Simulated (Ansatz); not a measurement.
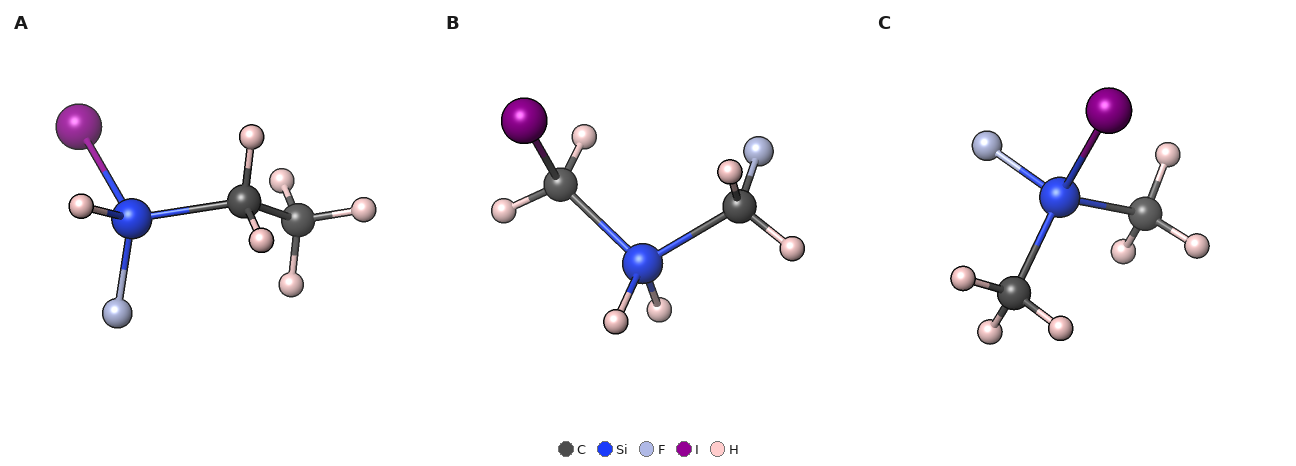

3 stationary structures of one formula. Geometries: PBE-D4/def2-SVP. Electronic energies: PBE-D4/def2-SVP (Ansatz 0.2.0), without zero-point energy. No frequency run is at hand to confirm each as a minimum. Each is one conformer, not always the lowest.

### Are they conformers, stereoisomers or constitutional isomers?

They are constitutional isomers of C2H6FISi: A `CC[Si@H](F)I`, B `FC[SiH2]CI`, C `C[Si](C)(F)I`.

### Which structure is the most stable?

C is lowest; A lies 13.9 kcal/mol above it, B lies 88.7 kcal/mol above it.
